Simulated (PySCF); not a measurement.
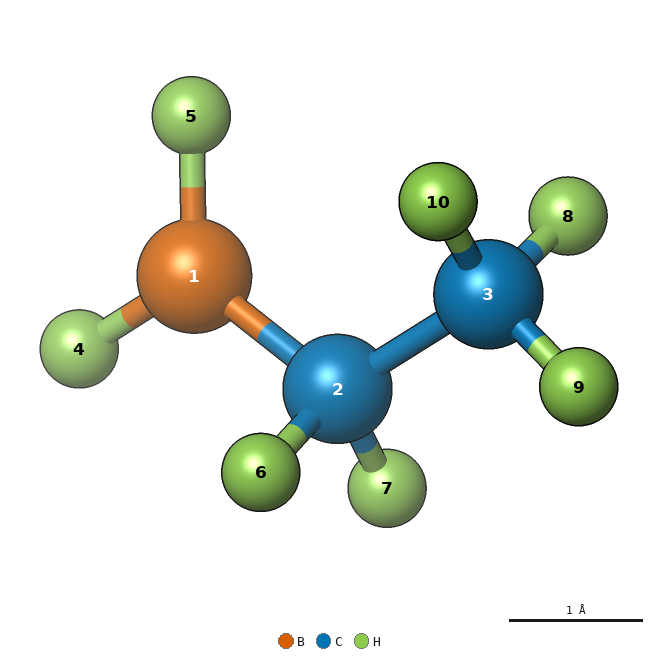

Orthographic view. Depth is shown by fading: the farther an atom, the more it takes the colour of the background. Computed geometry: PBE0-D3(BJ)/def2-SVP optimisation. No frequency run is at hand to confirm it as a minimum.

Write a MOL file (V2000) with the atoms in numerical order, bonds sorted by atom number with the orders drawn, and coordinates in the frame of the picture: x right, y up, z towards the viewer, origin at the mean position.

```
C2H7B
                    3D

 10  9  0  0  0  0  0  0  0  0999 V2000
   -1.1900    0.3300   -0.7900 B   0  0  0  0  0  0  0  0  0  0  0  0
   -0.1100   -0.5300   -0.0700 C   0  0  0  0  0  0  0  0  0  0  0  0
    1.0300    0.1900    0.6500 C   0  0  0  0  0  0  0  0  0  0  0  0
   -2.0600   -0.2300   -1.4300 H   0  0  0  0  0  0  0  0  0  0  0  0
   -1.2200    1.5400   -0.7200 H   0  0  0  0  0  0  0  0  0  0  0  0
   -0.6900   -1.1600    0.6400 H   0  0  0  0  0  0  0  0  0  0  0  0
    0.2600   -1.2800   -0.7900 H   0  0  0  0  0  0  0  0  0  0  0  0
    1.6300    0.7800   -0.0600 H   0  0  0  0  0  0  0  0  0  0  0  0
    1.7100   -0.5100    1.1500 H   0  0  0  0  0  0  0  0  0  0  0  0
    0.6500    0.8900    1.4100 H   0  0  0  0  0  0  0  0  0  0  0  0
  1  2  1  0
  1  4  1  0
  1  5  1  0
  2  3  1  0
  2  6  1  0
  2  7  1  0
  3  8  1  0
  3  9  1  0
  3 10  1  0
M  END
```
